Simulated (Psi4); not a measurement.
**UB3LYP/6-31G(d) (Cartesian functions) run of BCl2 (SMILES Cl[B]Cl)**

Aim: the energy change on altering one bond length of BCl2 at UB3LYP/6-31G* (Cartesian functions), from 2 runs. 

The results are computed with Psi4 1.11.

2 further runs of the same task are left out: 2 set aside as unsound or not needed.

## 1. The molecule

The species is BCl2 (3 atoms), meant as a doublet with charge 0. SMILES: `Cl[B]Cl`. The coordinates come from a PBE0-D4/def2-TZVP relaxation.

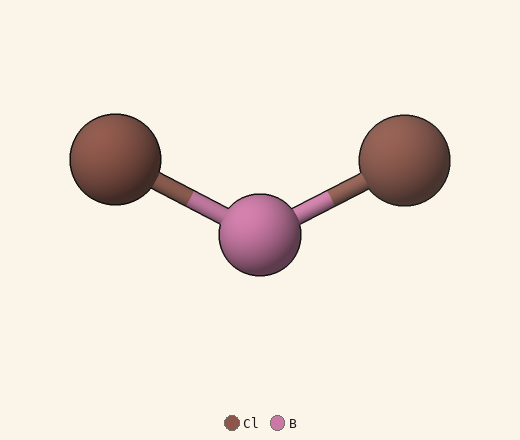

Viewed from a chosen angle; chlorine brown, boron pink.

## 2. The energy at UB3LYP/6-31G(d) (Cartesian functions)

calc.inp

```
memory 1.6 GB

molecule {
  0 2
  Cl     0.371500    -1.525600     0.030000
  B     -0.463900    -0.050300    -0.256900
  Cl     0.081500     1.511100     0.213700
  symmetry c1
  no_reorient
  no_com
}

set {
  basis                6-31G*
  reference            uks
  puream               false
  e_convergence        1e-09
  d_convergence        1e-08
  scf_type             pk
  dft_radial_points    99
  dft_spherical_points 590
  maxiter              100
}

E, wfn = energy('b3lyp', return_wfn=True)
oeprop(wfn, 'DIPOLE', 'MULLIKEN_CHARGES', 'LOWDIN_CHARGES', title='B3LYP')
```

Launch:

```bash
$ psi4 calc.inp calc.out -n 1
```

calc.out:

```text
[...]
  Running in c1 symmetry.
[...]
  Nuclear repulsion =  102.359078461763886
[...]
  Multiplicity = 2
[...]
  Nalpha       = 20
  Nbeta        = 19
[...]
    Number of basis functions: 53
[...]
   @UKS iter   1:  -945.21861844605530   -4.51651e-02   3.96044e-03 ADIIS/DIIS
[...]
   @UKS iter  12:  -945.24467016959363   -1.13687e-12   1.07890e-09 DIIS
[...]
   @S^2 Observed:                7.519920811E-01
[...]
    Orbital Energies [Eh]
    ---------------------
    Alpha Occupied:
       1A   -101.575770     2A   -101.575762     3A     -9.494169
       4A     -9.494153     5A     -7.255643     6A     -7.255630
       7A     -7.250155     8A     -7.250144     9A     -7.248832
      10A     -7.248821    11A     -6.874194    12A     -0.888425
      13A     -0.856742    14A     -0.523246    15A     -0.451688
      16A     -0.401203    17A     -0.397092    18A     -0.352215
      19A     -0.342096    20A     -0.221017
    Alpha Virtual:
      21A     -0.070491    22A      0.071946    23A      0.122664
      24A      0.294935    25A      0.323237    26A      0.383604
[...]
  @UKS Final Energy:  -945.24467016959363
   => Energetics <=
    Nuclear Repulsion Energy =            102.3590784617638860
    One-Electron Energy =               -1506.9063950852673770
    Two-Electron Energy =                 508.0776307997819004
    DFT Exchange-Correlation Energy =     -48.7749843458719354
    Empirical Dispersion Energy =           0.0000000000000000
    VV10 Nonlocal Energy =                  0.0000000000000000
    Total Energy =                       -945.2446701695936326
[...]
 Multipole Moments:
 ------------------------------------------------------------------------------------
     Multipole            Electronic (a.u.)      Nuclear  (a.u.)        Total (a.u.)
 ------------------------------------------------------------------------------------
 L = 1.  Multiply by 2.5417464519 to convert [e a0] to [Debye]
 Dipole X            :        -10.1102019           10.1695611            0.0593592
 Dipole Y            :          0.9446739           -0.9410836            0.0035903
 Dipole Z            :         -5.3690414            5.4015932            0.0325517
 Magnitude           :                                                    0.0677940
[...]
  Mulliken Charges: (a.u.)
   Center  Symbol    Alpha    Beta     Spin     Total
       1    CL     8.54915  8.50043  0.04872 -0.04959
       2     B     2.90167  1.99912  0.90255  0.09921
       3    CL     8.54918  8.50045  0.04873 -0.04963
   Total alpha = 20.00000, Total beta = 19.00000, Total charge =  0.00000
  Lowdin Charges: (a.u.)
   Center  Symbol    Alpha    Beta     Spin     Total
       1    CL     8.48781  8.40353  0.08428  0.10865
       2     B     3.02464  2.19303  0.83161 -0.21768
       3    CL     8.48754  8.40344  0.08411  0.10902
[...]
```

Run time: 9.6 s. Hardware: 1 thread of Intel Xeon Platinum 8259CL at 2.50GHz (Skylake/Cascade Lake), shared host; peak memory 0.43 GiB.

## 3. The distorted shape

calc.py

```python
import psi4

psi4.set_memory('1600 MB')
psi4.set_num_threads(1)
psi4.core.set_output_file('run.log', False)

geom = psi4.geometry("""
0 2
Cl     0.098814    -2.306260    -0.205288
B     -0.736586    -0.830960    -0.492188
Cl     0.081500     1.511100     0.213700
units angstrom
symmetry c1
no_reorient
no_com
""")

psi4.set_options({
    'reference': 'uks',
    'puream': False,
    'e_convergence': 1e-09,
    'd_convergence': 1e-08,
    'scf_type': 'pk',
    'dft_radial_points': 99,
    'dft_spherical_points': 590,
    'maxiter': 100,
})

result, w = psi4.energy('b3lyp/6-31G*', return_wfn=True)
psi4.oeprop(w, 'QUADRUPOLE', 'WIBERG_LOWDIN_INDICES', 'LOWDIN_CHARGES')
print(f'total energy {result:.8f} hartree = {result * 27.211386:.5f} eV')
for k, v in sorted(psi4.core.scalar_variables().items()):
    print(f'{k:45s} {v:18.10f}')
```

Launch:

```bash
$ python calc.py
```

run.log:

```text
[...]
  Running in c1 symmetry.
[...]
  Nuclear repulsion =   83.420253872908333
[...]
  Multiplicity = 2
[...]
  Nalpha       = 20
  Nbeta        = 19
[...]
    Number of basis functions: 53
[...]
   @UKS iter   1:  -945.06800476035880   -3.19123e-01   6.37138e-03 DIIS/ADIIS
[...]
   @UKS iter  16:  -945.16405331750889   -1.59162e-12   3.11410e-09 DIIS
[...]
   @S^2 Observed:                7.723329254E-01
[...]
    Orbital Energies [Eh]
    ---------------------
    Alpha Occupied:
       1A   -101.630838     2A   -101.526102     3A     -9.548845
       4A     -9.437980     5A     -7.310062     6A     -7.304571
       7A     -7.303930     8A     -7.205117     9A     -7.192301
      10A     -7.192127    11A     -6.943003    12A     -0.923534
      13A     -0.771058    14A     -0.550115    15A     -0.422852
      16A     -0.421941    17A     -0.374624    18A     -0.294028
      19A     -0.293298    20A     -0.283835
    Alpha Virtual:
      21A     -0.118283    22A     -0.088585    23A      0.065204
      24A      0.267171    25A      0.346529    26A      0.355588
[...]
  @UKS Final Energy:  -945.16405331750889
   => Energetics <=
    Nuclear Repulsion Energy =             83.4202538729083329
    One-Electron Energy =               -1469.1152696393683073
    Two-Electron Energy =                 489.1808615801745077
    DFT Exchange-Correlation Energy =     -48.6498991312234352
    Empirical Dispersion Energy =           0.0000000000000000
    VV10 Nonlocal Energy =                  0.0000000000000000
    Total Energy =                       -945.1640533175091150
[...]
 Multipole Moments:
 ------------------------------------------------------------------------------------
     Multipole            Electronic (a.u.)      Nuclear  (a.u.)        Total (a.u.)
 ------------------------------------------------------------------------------------
 L = 1.  Multiply by 2.5417464519 to convert [e a0] to [Debye]
 Dipole X            :          0.9610944           -1.1670797           -0.2059854
 Dipole Y            :         31.8210190          -33.3962227           -1.5752037
 Dipole Z            :          4.0919414           -4.3802642           -0.2883228
 Magnitude           :                                                    1.6145671
 L = 2.  Multiply by 1.3450342976 to convert [e a0^2] to [Debye ang]
 Quadrupole XX       :        -33.4811334           10.6835705          -22.7975629
 Quadrupole XY       :         -3.9539594            4.5704394            0.6164800
[...]
```

Standard output:

```text
total energy -945.16405332 hartree = -25719.22389 eV
CURRENT ENERGY                                   -945.1640533175
CURRENT REFERENCE ENERGY                         -945.1640533175
DD SOLVATION ENERGY                                 0.0000000000
DFT FUNCTIONAL TOTAL ENERGY                      -945.1640533175
DFT TOTAL ENERGY                                 -945.1640533175
DFT VV10 ENERGY                                     0.0000000000
DFT XC ENERGY                                     -48.6498991312
GRID ELECTRONS ALPHA                               20.0000000030
GRID ELECTRONS BETA                                19.0000000109
GRID ELECTRONS TOTAL                               39.0000000139
NUCLEAR REPULSION ENERGY                           83.4202538729
ONE-ELECTRON ENERGY                             -1469.1152696394
PCM POLARIZATION ENERGY                             0.0000000000
PE ENERGY                                           0.0000000000
SCF ITERATION ENERGY                             -945.1640533175
SCF ITERATIONS                                     16.0000000000
SCF TOTAL ENERGY                                 -945.1640533175
TWO-ELECTRON ENERGY                               489.1808615802
XC GRID RADIAL POINTS                              99.0000000000
XC GRID SPHERICAL POINTS                          590.0000000000
XC GRID TOTAL POINTS                           159450.0000000000
```

It took 12 s on 1 thread of Intel Xeon Platinum 8259CL at 2.50GHz (Skylake/Cascade Lake), shared host; peak memory 0.41 GiB.

## 4. Results

Level: UB3LYP/6-31G* (Cartesian functions).

| quantity | value |
| --- | --- |
| first shape: total energy | -945.24467 Eh |
| first shape: dipole moment | 0.17 D |
| first shape: HOMO energy (highest over α and β) | -6.01 eV |
| first shape: LUMO energy (lowest over α and β) | -2.06 eV |
| first shape: ⟨S²⟩ | 0.752 |
| distorted shape: total energy | -945.16405 Eh |
| distorted shape: dipole moment | 4.10 D |
| distorted shape: HOMO energy (highest over α and β) | -7.72 eV |
| distorted shape: LUMO energy (lowest over α and β) | -4.65 eV |
| distorted shape: ⟨S²⟩ | 0.772 |
| energy change with the B2–Cl3 bond stretched from 1.720 to 2.579 Å | 2.194 eV |

With the B2–Cl3 bond stretched from 1.720 to 2.579 Å the energy rises by 2.19 eV (212 kJ/mol). The first shape isn't relaxed at this level, so the change isn't measured from a minimum.
